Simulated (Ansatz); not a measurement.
H3CCl: several calculations on one system

### Relaxation

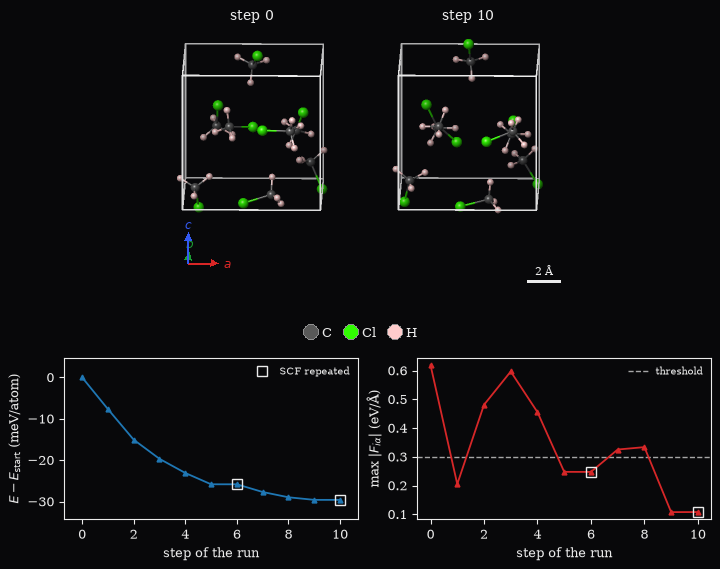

First and last geometry of a relaxation of an amorphous cell of composition H3CCl, with the history of the run. A ball-and-stick model of the cell of the calculation (origin shifted), seen from a free direction.

The cell holds 8 CH3Cl. The run prepares the start of a later molecular dynamics calculation, from a guessed geometry.

All numbers below come from Ansatz, DFT r2SCAN-D3(BJ), scalar-relativistic, plane waves, PAW.

The input:
```yaml
accuracy: low
crystal:
  lattice:
    - [8.381516, 0.0, 0.0]
    - [0.0, 8.381516, 0.0]
    - [0.0, 0.0, 8.381516]
  atoms:
    - { symbol: C, position: [0.9836133, 0.911622, 0.8588373] }
    - { symbol: Cl, position: [1.0068116, 1.0301238, 0.6845205] }
    - { symbol: H, position: [1.0853827, 0.9313313, 0.9369979] }
    - { symbol: H, position: [0.8739621, 0.9463298, 0.9190578] }
    - { symbol: H, position: [0.977677, 0.7866195, 0.8242882] }
    - { symbol: C, position: [0.3881422, 0.4346359, 0.6513519] }
    - { symbol: Cl, position: [0.4278905, 0.2569183, 0.7599969] }
    - { symbol: H, position: [0.4875007, 0.5167053, 0.6670692] }
    - { symbol: H, position: [0.3744468, 0.4049957, 0.5256999] }
    - { symbol: H, position: [0.278803, 0.4880642, 0.6965721] }
    - { symbol: C, position: [0.8071324, 0.5394591, 0.9037123] }
    - { symbol: Cl, position: [0.8905479, 0.4905208, 0.7149953] }
    - { symbol: H, position: [0.7407877, 0.6505262, 0.8928952] }
    - { symbol: H, position: [0.7276985, 0.4436828, 0.9407485] }
    - { symbol: H, position: [0.9032244, 0.5533184, 0.9899025] }
    - { symbol: C, position: [0.2313177, 0.9450685, 0.3045878] }
    - { symbol: Cl, position: [0.3987953, 1.0715783, 0.2743601] }
    - { symbol: H, position: [0.1263797, 1.0009557, 0.2524421] }
    - { symbol: H, position: [0.2539501, 0.8308264, 0.2472205] }
    - { symbol: H, position: [0.2138651, 0.928068, 0.4321061] }
    - { symbol: C, position: [0.6799225, 0.6015024, 0.3546285] }
    - { symbol: Cl, position: [0.4767188, 0.6614063, 0.3453023] }
    - { symbol: H, position: [0.7114741, 0.5421925, 0.2435368] }
    - { symbol: H, position: [0.7541029, 0.7067107, 0.3714509] }
    - { symbol: H, position: [0.6952288, 0.5199222, 0.4544529] }
    - { symbol: C, position: [0.7092319, 0.2477651, 0.209962] }
    - { symbol: Cl, position: [0.762014, 0.1214687, 0.3719203] }
    - { symbol: H, position: [0.6216512, 0.3343985, 0.250935] }
    - { symbol: H, position: [0.8157382, 0.3088235, 0.1677388] }
    - { symbol: H, position: [0.6588668, 0.1753016, 0.1147416] }
    - { symbol: C, position: [0.5360854, 0.8714741, 0.8185095] }
    - { symbol: Cl, position: [0.3340726, 0.8668555, 0.7541922] }
    - { symbol: H, position: [0.5414248, 0.9248829, 0.9367191] }
    - { symbol: H, position: [0.5817809, 0.7500232, 0.8225223] }
    - { symbol: H, position: [0.6053793, 0.9422673, 0.7345977] }
    - { symbol: C, position: [0.1276107, 0.4344753, 0.1955443] }
    - { symbol: Cl, position: [0.1398213, 0.3212038, 0.3743952] }
    - { symbol: H, position: [0.1010942, 0.5579498, 0.2256346] }
    - { symbol: H, position: [0.2413406, 0.4273418, 0.1333418] }
    - { symbol: H, position: [0.033124, 0.3856043, 0.1211237] }
basis:
  ecutwfc: 500.0
kpoints:
  mp_grid: { grid: [1, 1, 1] }
hamiltonian:
  xc: r2scan
  dispersion: d3bj
scf:
  occupations: { method: fermi_dirac, width: 0.02 }
  lower_state_search: "off"
relax:
  f_tol: 0.3
  max_steps: 15
  adjacent_minimum: "off"
```

Run as
```bash
ansatz run input.yaml --threads 2 --pin off --max-ram 5120MiB --backend cpu --events-out ev --progress --plain --runs-dir out
```

> Read the history and describe the run.

It converged. The energy falls by 29.6 meV per atom in 8 accepted moves (10 points after the start). The largest force component goes from 0.62 to 0.11 eV/Å. 2 steps only repeated the SCF at the same geometry. The forces were under the threshold at step 1, but the run went on from there. Cl17 moves most: 1.18 Å roughly along [−3 −1 −3]. By element the largest moves are Cl 1.18 Å, H 1.03 Å, C 0.45 Å. The cell stays as it was. Among the contacts that change: C11–Cl12 1.777 → 1.786 Å, C16–Cl17 1.777 → 1.785 Å. The run took 94 s on 2 threads of AMD EPYC 7B13 (Zen 3), on a shared host, peak memory 1 GiB.

```csv
step,"E − E(0), meV/atom","largest force component, eV/Å",note
0,0.00,0.6189,
1,-7.67,0.2050,
2,-15.06,0.4807,
3,-19.68,0.5967,
4,-23.10,0.4552,
5,-25.83,0.2475,
6,-25.83,0.2473,"same geometry, SCF repeated"
7,-27.70,0.3251,
8,-28.97,0.3335,
9,-29.60,0.1074,
10,-29.60,0.1076,"same geometry, SCF repeated"
```

Limits of the set-up: the program's low-accuracy preset was used; the periodic images lie only 8.4 Å apart, so the values are limited by the cell's size.

### Dynamics

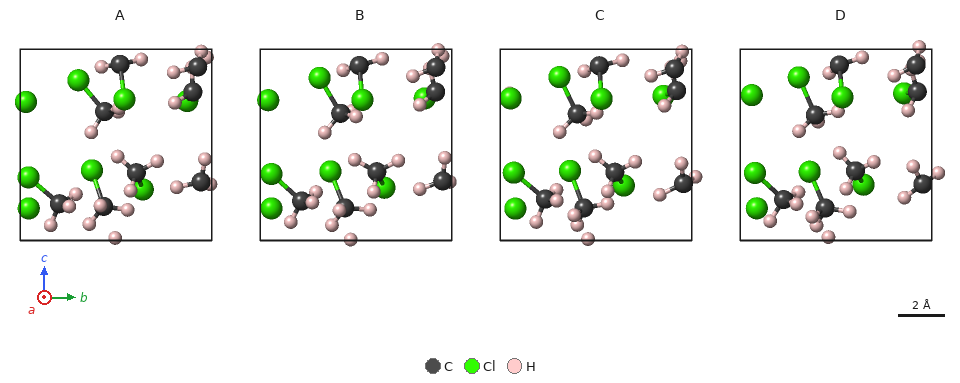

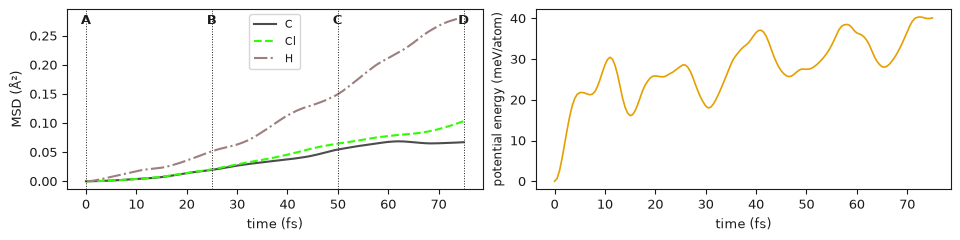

First-principles dynamics of a periodic cell with 8 CH3Cl at 1.139 g/cm³, 75 fs long. Frames (A at 0 fs, B at 25 fs, C at 50 fs, D at 75 fs) and the history of the run. A ball-and-stick model of the simulation cell, seen along the a axis.

The calculation used DFT r2SCAN-D3(BJ), scalar-relativistic, plane waves, PAW (Ansatz 0.2.0). Set-up: plane-wave cutoff 500 eV; k-point mesh 1 × 1 × 1; Fermi-Dirac smearing 0.02 eV; low-accuracy preset; Langevin thermostat (NVT); set temperature 400 K; time step 0.5 fs; H given the mass 2.014 u; friction 0.02 per fs.

Question: Describe the run.

Answer: Over the second half the temperature averages 341 K (spread ±37 K). The potential energy in the second half lies on average 33.0 meV per atom above the first frame. In the second half of the run the atoms are, in the root-mean-square, this far from where they began (common drift taken out): H 0.44 Å, Cl 0.27 Å, C 0.24 Å. The heavy atoms stay within a fraction of a molecule's size of their starting places; so short a run doesn't tell a liquid from a solid.

Limits of the set-up: the program's low-accuracy preset was used; masses were changed (H 2.014 u), which shifts the vibrations; the periodic images lie only 8.4 Å apart, so the values are limited by the cell's size.

### Dynamics

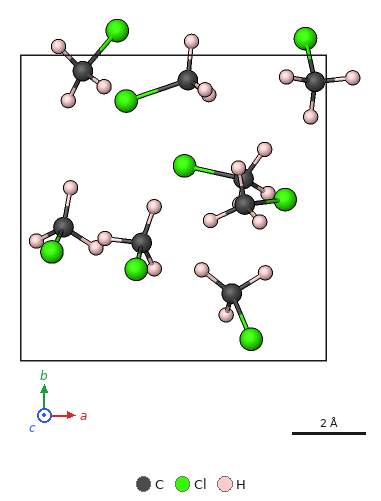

Starting frame of a dynamics run of a periodic cell with 8 CH3Cl at 1.139 g/cm³. It starts from the last geometry of an earlier run, with fresh velocities. Style: ball-and-stick. Shown: the simulation cell, along the c axis.

Method: DFT r2SCAN-D3(BJ), scalar-relativistic, plane waves, PAW (Ansatz).

Input file:
```yaml
accuracy: low
crystal:
  lattice:
    - [8.381516, 0.0, 0.0]
    - [0.0, 8.381516, 0.0]
    - [0.0, 0.0, 8.381516]
  atoms:
    - { symbol: C, position: [0.95894132, 0.90856873, 0.89604754] }
    - { symbol: Cl, position: [0.92781698, 1.05009156, 0.73946875] }
    - { symbol: H, position: [1.08245019, 0.9218964, 0.91676377] }
    - { symbol: H, position: [0.86592264, 0.92466524, 0.99090677] }
    - { symbol: H, position: [0.9447583, 0.79398695, 0.84042879] }
    - { symbol: C, position: [0.39213203, 0.38180076, 0.63507215] }
    - { symbol: Cl, position: [0.37446336, 0.29532659, 0.83232428] }
    - { symbol: H, position: [0.4330611, 0.50039937, 0.65515632] }
    - { symbol: H, position: [0.43327424, 0.2969095, 0.55114948] }
    - { symbol: H, position: [0.27176629, 0.39625858, 0.60095012] }
    - { symbol: C, position: [0.72928791, 0.50730731, 0.8968343] }
    - { symbol: Cl, position: [0.86149758, 0.5235072, 0.72819094] }
    - { symbol: H, position: [0.70875806, 0.62684626, 0.93647856] }
    - { symbol: H, position: [0.61704612, 0.45498053, 0.85477363] }
    - { symbol: H, position: [0.77823851, 0.45050055, 0.99769254] }
    - { symbol: C, position: [0.19979835, 0.94374852, 0.27482451] }
    - { symbol: Cl, position: [0.31221552, 1.07628255, 0.14807855] }
    - { symbol: H, position: [0.11987834, 1.02427109, 0.33229992] }
    - { symbol: H, position: [0.15207091, 0.84728013, 0.20389161] }
    - { symbol: H, position: [0.26909885, 0.89301516, 0.36645277] }
    - { symbol: C, position: [0.7253283, 0.59135156, 0.34404017] }
    - { symbol: Cl, position: [0.53234296, 0.63386235, 0.27159565] }
    - { symbol: H, position: [0.80509892, 0.54347466, 0.24977308] }
    - { symbol: H, position: [0.79441747, 0.68777461, 0.39026855] }
    - { symbol: H, position: [0.71277831, 0.50898332, 0.43737262] }
    - { symbol: C, position: [0.68672501, 0.21621245, 0.19378837] }
    - { symbol: Cl, position: [0.75018607, 0.06662797, 0.33287583] }
    - { symbol: H, position: [0.58851674, 0.29373174, 0.23237968] }
    - { symbol: H, position: [0.79670541, 0.28399819, 0.17022992] }
    - { symbol: H, position: [0.66841515, 0.14607052, 0.08128301] }
    - { symbol: C, position: [0.54327422, 0.9145503, 0.75729625] }
    - { symbol: Cl, position: [0.34148908, 0.84597535, 0.74864114] }
    - { symbol: H, position: [0.59933931, 0.88287151, 0.87457997] }
    - { symbol: H, position: [0.61156676, 0.86684614, 0.65929205] }
    - { symbol: H, position: [0.55512217, 1.0411476, 0.75264792] }
    - { symbol: C, position: [0.13629371, 0.43343138, 0.14971635] }
    - { symbol: Cl, position: [0.09854232, 0.35232758, 0.33927481] }
    - { symbol: H, position: [0.15940366, 0.56201469, 0.13023625] }
    - { symbol: H, position: [0.2429399, 0.36574717, 0.10380668] }
    - { symbol: H, position: [0.04794801, 0.38815658, 0.05829824] }
basis:
  ecutwfc: 500.0
kpoints:
  mp_grid: { grid: [1, 1, 1] }
hamiltonian:
  xc: r2scan
  dispersion: d3bj
scf:
  occupations: { method: fermi_dirac, width: 0.02 }
  lower_state_search: "off"
md:
  timestep: 0.5
  n_steps: 220
  ensemble: nve
  temperature: 400.0
  initial_velocities: maxwell_boltzmann
  seed: 187281
  masses: [{ species: H, mass: 2.014 }]
```

Launched with:
```bash
ansatz run input.yaml --threads 2 --pin off --max-ram 5120MiB --backend cpu --events-out ev --progress --plain --runs-dir out
```

Question: Predict how the run goes.

Answer: Over the second half the temperature averages 409 K (spread ±35 K). The potential energy in the second half lies on average 1.1 meV per atom below the first frame. Root-mean-square distances from the starting positions over the second half, with the common drift of all atoms taken out: H 0.79 Å, C 0.49 Å, Cl 0.41 Å. The heavy atoms stay within a fraction of a molecule's size of their starting places, while the hydrogen atoms travel further, as molecules turn; so short a run doesn't tell a liquid from a solid.

Along the run (each row but the first and the last is the mean over the interval that it begins):

| time (fs) | potential energy (meV/atom) | T (K) |
| --- | --- | --- |
| 0.0 | 0.0 | 400 |
| 18.0 | -1.1 | 409 |
| 36.0 | 0.7 | 395 |
| 54.0 | -0.1 | 401 |
| 72.0 | -1.4 | 411 |
| 90.0 | -2.6 | 421 |
| 108.0 | -0.2 | 402 |

The paths of the atoms:

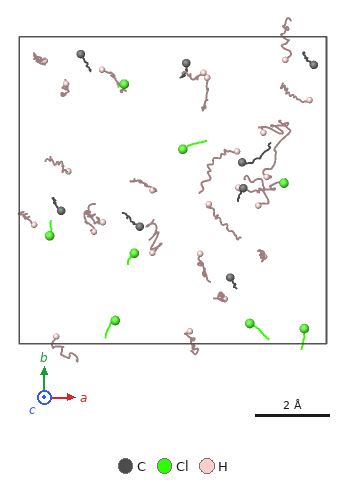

Limits of the set-up: the program's low-accuracy preset was used; masses were changed (H 2.014 u), which shifts the vibrations; the periodic images lie only 8.4 Å apart, so the values are limited by the cell's size.

Cost: 19 min on 2 threads of AMD EPYC 7B13 (Zen 3), on a shared host, peak memory 1.1 GiB.
